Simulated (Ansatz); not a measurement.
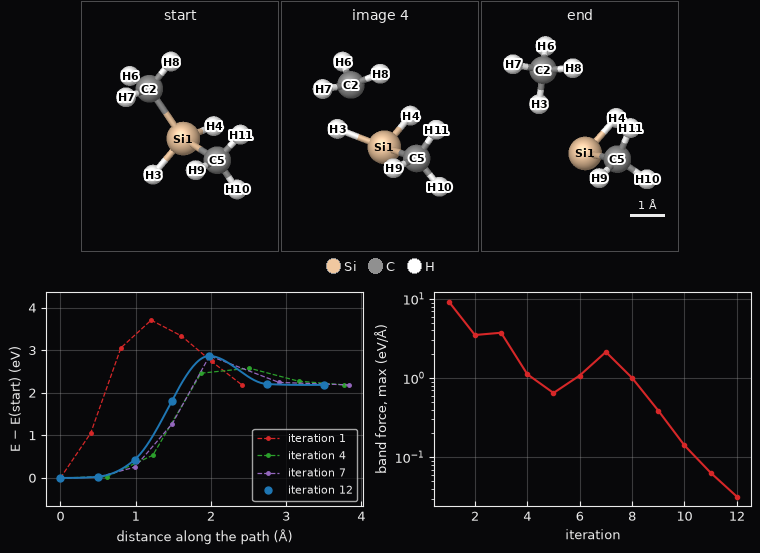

A nudged-elastic-band calculation for C$_{2}$H$_{8}$Si. Images are numbered from 0 (start) to 6 (end). The plot follows the band through its iterations. A ball-and-stick model, seen from a free direction.

Theory: UKS PBE-D4/def2-SVP in Ansatz. Set-up: 5 movable images; climbing image; force threshold 0.05 eV/Å; iteration limit 60; starting path by straight interpolation.

### How did the profile develop, and is the result final?

The run is converged, with reservations. The band converged in 12 iterations. The largest component of the band force went from 9.3 to 0.032 eV/Å. The climbing image converged on the top of the path. Its curvatures weren't checked. The straight starting path can push atoms close together and costs iterations. The first iteration put the highest image at 3.71 eV. Forward barrier 2.87 eV, backward barrier 0.68 eV, with image 4 at the top; the reaction energy is +2.19 eV.

The run took 91 s on 2 threads of Intel(R) Xeon(R) Platinum 8488C (Sapphire Rapids), with other jobs on the host, peak memory 0.17 GiB.
